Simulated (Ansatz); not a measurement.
# Run report: AlB2H5, geometry relaxation (part 2 of 2)

Continued. System: AlB2H5. Method: RKS B3LYP-D4/6-31G (Ansatz 0.2.0). It belongs to a series of runs on one base structure; here: end point B relaxed.

Geometry of the input (Å):
```
B  -1.2201  0.8677  -1.2286
Al 0.2540  0.4794  0.2186
B  0.9761  -1.3251  1.0192
H  -1.8435  0.0190  -1.7678
H  -1.5139  1.9534  -1.5878
H  0.9447  1.7756  0.8116
H  0.5738  -2.3869  0.6953
H  1.8249  -1.3840  1.8409
```

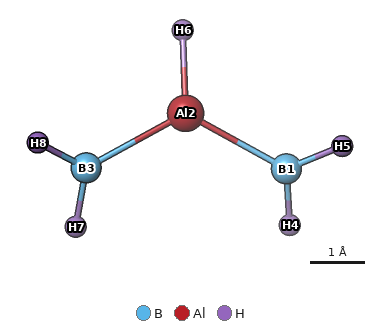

**Figure 1.** The geometry at step 9 of the log (ball-and-stick view, seen at a tilt; atoms are numbered from 1 in the order of the input).

Trajectory as extended XYZ (Å, eV, eV/Å), 17 frames, from step=1 to step=17:
```
8
Properties=species:S:1:pos:R:3:forces:R:3 step=1 energy=-8027.55761
B    -1.2201    0.8677   -1.2286   -0.3753  -0.1989  -0.3471
Al    0.2540    0.4794    0.2186    0.2535   0.4608   0.2105
B     0.9761   -1.3251    1.0192    0.0256  -0.5019   0.0558
H    -1.8435    0.0190   -1.7678   -0.2240  -0.3497  -0.1870
H    -1.5139    1.9534   -1.5878   -0.0161   0.4801  -0.0549
H     0.9447    1.7756    0.8116    0.2243   0.4336   0.1982
H     0.5738   -2.3869    0.6953   -0.1938  -0.4458  -0.1604
H     1.8249   -1.3840    1.8409    0.3059   0.1218   0.2849
8
Properties=species:S:1:pos:R:3:forces:R:3 step=2 energy=-8027.65965
B    -1.2395    0.8351   -1.2452   -0.0269   0.1100  -0.0373
Al    0.2987    0.5620    0.2564   -0.0523  -0.0868  -0.0365
B     0.9592   -1.3614    1.0051    0.1101   0.0137   0.0940
H    -1.8647   -0.0329   -1.7804    0.0118  -0.1138   0.0256
H    -1.5199    1.9405   -1.5997   -0.0692   0.1341  -0.0821
H     0.9992    1.8863    0.8626    0.0145   0.0263   0.0151
H     0.5437   -2.4306    0.6688   -0.0928  -0.0285  -0.0837
H     1.8195   -1.4001    1.8335    0.1048  -0.0552   0.1049
8
Properties=species:S:1:pos:R:3:forces:R:3 step=3 energy=-8027.67092
B    -1.2522    0.8628   -1.2599    0.0023  -0.0194   0.0041
Al    0.2942    0.5555    0.2541    0.0167   0.0245   0.0085
B     0.9843   -1.3692    1.0270   -0.0161  -0.0007  -0.0079
H    -1.8612   -0.0356   -1.7720    0.0088   0.0013   0.0143
H    -1.5510    1.9628   -1.6372    0.0152  -0.0243   0.0088
H     0.9963    1.8834    0.8642   -0.0059  -0.0029   0.0021
H     0.5392   -2.4231    0.6650   -0.0024   0.0140  -0.0053
H     1.8466   -1.4377    1.8600   -0.0185   0.0074  -0.0247
8
Properties=species:S:1:pos:R:3:forces:R:3 step=4 energy=-8027.67205
B    -1.2478    0.8560   -1.2555    0.0078   0.0056   0.0006
Al    0.2987    0.5641    0.2582    0.0017   0.0092   0.0070
B     0.9779   -1.3657    1.0215    0.0092   0.0074  -0.0039
H    -1.8556   -0.0468   -1.7607    0.0062   0.0026   0.0152
H    -1.5458    1.9537   -1.6388    0.0000  -0.0202  -0.0063
H     0.9982    1.8924    0.8706   -0.0081  -0.0084  -0.0005
H     0.5287   -2.4160    0.6544   -0.0047   0.0150   0.0000
H     1.8419   -1.4386    1.8515   -0.0122  -0.0111  -0.0120
8
Properties=species:S:1:pos:R:3:forces:R:3 step=5 energy=-8027.67427
B    -1.2395    0.8522   -1.2515    0.0124  -0.0547   0.0458
Al    0.2946    0.5789    0.2769    0.0338  -0.0087  -0.0517
B     0.9834   -1.3594    1.0067   -0.0935   0.0172   0.0052
H    -1.8625   -0.0625   -1.7150   -0.0098   0.0089   0.0105
H    -1.5164    1.9344   -1.6825   -0.0013   0.0371  -0.0423
H     0.9816    1.9060    0.8995   -0.0180   0.0133   0.0324
H     0.5041   -2.3968    0.6410    0.0177   0.0036  -0.0086
H     1.8510   -1.4538    1.8262    0.0588  -0.0168   0.0087
8
Properties=species:S:1:pos:R:3:forces:R:3 step=6 energy=-8027.68736
B    -1.2254    0.8448   -1.2346   -0.0083  -0.0161  -0.1432
Al    0.2766    0.6183    0.3328    0.0064  -0.0266  -0.0923
B     0.9808   -1.3418    0.9883   -0.0947  -0.0229  -0.1217
H    -1.9000   -0.0995   -1.5761    0.0161   0.2503   0.0659
H    -1.4042    1.8796   -1.8378    0.0289  -0.2646   0.1023
H     0.9187    1.9430    0.9957   -0.0385   0.0491   0.0926
H     0.4443   -2.3470    0.6017    0.0385   0.0380   0.0792
H     1.9054   -1.4984    1.7314    0.0517  -0.0072   0.0172
8
Properties=species:S:1:pos:R:3:forces:R:3 step=7 energy=-8027.70293
B    -1.1675    0.8216   -1.2598   -0.5398   0.0867  -0.1672
Al    0.2954    0.6441    0.3397    0.0390  -0.0747  -0.2155
B     1.0102   -1.3274    0.9277   -0.2178  -0.0918   0.1002
H    -1.9962   -0.0906   -1.4122    0.5003   0.7246   0.0003
H    -1.2802    1.8172   -1.9786    0.0781  -0.7336   0.2629
H     0.8013    1.9652    1.1316   -0.1080  -0.0323   0.0661
H     0.3794   -2.3106    0.6129    0.1521   0.1461   0.0623
H     1.9537   -1.5204    1.6400    0.0961  -0.0250  -0.1091
8
Properties=species:S:1:pos:R:3:forces:R:3 step=8 energy=-8027.78667
B    -1.1561    0.8328   -1.2745   -0.3306   0.0774  -0.1897
Al    0.2755    0.6295    0.3437   -0.0271  -0.1083  -0.1179
B     1.0193   -1.3293    0.9308   -0.0974  -0.0831   0.0606
H    -2.0307   -0.0253   -1.4052    0.3998   0.5591   0.0191
H    -1.1947    1.7837   -2.0473    0.0374  -0.5790   0.2507
H     0.6868    1.9392    1.2125   -0.1103  -0.0643   0.0471
H     0.3235   -2.3087    0.7615    0.1748   0.2124   0.1053
H     2.0726   -1.5230    1.4797   -0.0466  -0.0142  -0.1752
8
Properties=species:S:1:pos:R:3:forces:R:3 step=9 energy=-8027.86671
B    -1.1343    0.8385   -1.3003    0.0120   0.1663   0.0955
Al    0.2576    0.6058    0.3361   -0.0534  -0.1340  -0.0229
B     1.0280   -1.3293    0.9340    0.2698  -0.2331   0.1341
H    -2.0508    0.0661   -1.4075    0.0048   0.0636   0.0136
H    -1.1298    1.7445   -2.0913    0.1033  -0.1640  -0.0389
H     0.5672    1.8936    1.2840   -0.1061  -0.0891   0.0056
H     0.2783   -2.2985    0.9296    0.3855   0.3903   0.1201
H     2.1800   -1.5217    1.3167   -0.6159  -0.0001  -0.3072
8
Properties=species:S:1:pos:R:3:forces:R:3 step=10 energy=-8027.96161
B    -1.1216    0.8494   -1.2975   -0.0461   0.0998  -0.0210
Al    0.2195    0.5803    0.3523   -0.0538  -0.1188  -0.0809
B     1.0518   -1.3199    0.9185    0.1842  -0.2504   0.1388
H    -2.1422    0.2056   -1.3369    0.0726   0.1043   0.0249
H    -0.9912    1.6431   -2.1937    0.0747  -0.1665   0.0364
H     0.4435    1.8422    1.3435   -0.0759  -0.0130   0.0716
H     0.3133   -2.2867    1.0152    0.2984   0.3198   0.0580
H     2.2231   -1.5149    1.1998   -0.4540   0.0248  -0.2280
8
Properties=species:S:1:pos:R:3:forces:R:3 step=11 energy=-8028.02200
B    -1.1117    0.8612   -1.2933   -0.1052   0.0884  -0.4216
Al    0.1938    0.5661    0.3571   -0.0759  -0.0360   0.1871
B     1.0612   -1.3019    0.9303    0.2407  -0.2050  -0.2183
H    -2.2104    0.3351   -1.2737    0.2935   0.2384  -0.0122
H    -0.8656    1.5263   -2.2863   -0.1066  -0.3080   0.3681
H     0.3292    1.7904    1.4173   -0.0466  -0.0106  -0.0025
H     0.3513   -2.2679    1.0870    0.1077   0.1642   0.1464
H     2.2485   -1.5102    1.0629   -0.3075   0.0687  -0.0469
8
Properties=species:S:1:pos:R:3:forces:R:3 step=12 energy=-8028.08806
B    -1.0878    0.8654   -1.3127   -0.0679   0.0652  -0.0537
Al    0.1323    0.5377    0.3957    0.0072  -0.0485  -0.0183
B     1.0623   -1.3104    0.9045    0.0715  -0.0297   0.0461
H    -2.2214    0.4492   -1.2821    0.1042   0.0864  -0.0708
H    -0.7752    1.4566   -2.3161   -0.0282  -0.1418   0.1326
H     0.2287    1.7496    1.4709   -0.0278  -0.0177   0.0225
H     0.4057   -2.2504    1.2771    0.0801   0.0879   0.0017
H     2.2518   -1.4988    0.8640   -0.1392  -0.0018  -0.0602
8
Properties=species:S:1:pos:R:3:forces:R:3 step=13 energy=-8028.11566
B    -1.0896    0.8572   -1.2987   -0.0678   0.0394  -0.0803
Al    0.0712    0.5130    0.4330   -0.0054   0.1013   0.1047
B     1.0583   -1.2969    0.8974    0.0587  -0.0926   0.0485
H    -2.2534    0.5638   -1.3424    0.0022   0.0007   0.0056
H    -0.6610    1.3540   -2.3026    0.0244  -0.0111  -0.0050
H     0.1615    1.7187    1.5255   -0.0102  -0.0602  -0.0478
H     0.4904   -2.2157    1.4220   -0.0076   0.0141   0.0090
H     2.2188   -1.4950    0.6671    0.0056   0.0085  -0.0347
8
Properties=species:S:1:pos:R:3:forces:R:3 step=14 energy=-8028.11302 accepted=F
B    -1.0820    0.8733   -1.3119   -0.0182  -0.1013   0.1000
Al    0.0184    0.5019    0.4744    0.1157   0.0253  -0.0920
B     1.0778   -1.2971    0.9009   -0.1352   0.0373  -0.0321
H    -2.2606    0.6544   -1.3668   -0.0216   0.0127  -0.0352
H    -0.5910    1.2793   -2.3281    0.0209   0.0349   0.0258
H     0.0765    1.6881    1.5805    0.0002  -0.0030  -0.0024
H     0.5726   -2.1703    1.5497    0.0190  -0.0449   0.0132
H     2.1845   -1.5306    0.5026    0.0192   0.0389   0.0229
8
Properties=species:S:1:pos:R:3:forces:R:3 step=15 energy=-8028.11969
B    -1.0891    0.8628   -1.3042   -0.0045  -0.0037   0.0105
Al    0.0503    0.5101    0.4512   -0.0033  -0.0017   0.0012
B     1.0623   -1.3004    0.9012   -0.0006   0.0144  -0.0029
H    -2.2589    0.5999   -1.3589   -0.0085   0.0026  -0.0112
H    -0.6253    1.3268   -2.3085    0.0072   0.0012   0.0002
H     0.1273    1.7046    1.5466    0.0052   0.0022  -0.0020
H     0.5274   -2.2009    1.4866    0.0006  -0.0127   0.0055
H     2.2022   -1.5038    0.5872    0.0040  -0.0023  -0.0014
8
Properties=species:S:1:pos:R:3:forces:R:3 step=16 energy=-8028.11985
B    -1.0920    0.8597   -1.3037   -0.0196   0.0245   0.0041
Al    0.0428    0.5061    0.4545   -0.0029  -0.0088  -0.0027
B     1.0620   -1.3011    0.9009    0.0118   0.0005   0.0158
H    -2.2654    0.6130   -1.3687    0.0134  -0.0061  -0.0057
H    -0.6147    1.3212   -2.3036    0.0018  -0.0092   0.0034
H     0.1253    1.7027    1.5476    0.0038   0.0002  -0.0058
H     0.5389   -2.2002    1.5002    0.0041  -0.0014  -0.0089
H     2.1995   -1.5024    0.5742   -0.0122   0.0003  -0.0001
8
Properties=species:S:1:pos:R:3:forces:R:3 step=17 energy=-8028.12000
B    -1.0950    0.8608   -1.3016   -0.0002   0.0008  -0.0003
Al    0.0392    0.5051    0.4570   -0.0003  -0.0002   0.0001
B     1.0604   -1.3014    0.9031    0.0007  -0.0012   0.0005
H    -2.2668    0.6118   -1.3740   -0.0001   0.0000  -0.0001
H    -0.6115    1.3201   -2.2994    0.0002  -0.0001   0.0008
H     0.1312    1.7063    1.5443    0.0005  -0.0014  -0.0013
H     0.5413   -2.2052    1.4982    0.0001   0.0009  -0.0002
H     2.1976   -1.4983    0.5737   -0.0009   0.0012   0.0004
```

Results in brief:

| quantity | value |
| --- | --- |
| outcome | converged |
| total energy | −8028.1203 eV |
| mean-field energy | −8027.9520 eV |
| largest force (length of the vector) at the end | 0.002 eV/Å |
| hardware | 1 thread of Intel Xeon (Sapphire Rapids), 192 GiB of memory available, shared host |
| wall time | 30 s |
| peak memory | 0.12 GiB |
